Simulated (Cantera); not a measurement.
Charge: 1 mol CuO, 3.7 mol CH4, 2.3 mol H2, equilibrated at 0.0100 bar.

These are equilibrium values from Cantera (NASA tables, ideal gas, pure condensed phases), not measurements of a reactor. Candidate condensed phases: C, C6H6, C7H8, C8H18, Cu, CuO, Cu(OH)2, Cu2O, H2O; 113 gas species. Rates play no part.

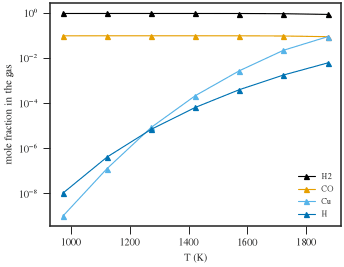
Figure. Equilibrium gas composition (values under 1e-9 drawn at 1e-9)

From 973 K to 1273 K the condensed part is C(graphite) + Cu(s). From 1423 K to 1723 K the condensed part is C(graphite) + Cu(l). At 1873 K the condensed part is C(graphite).
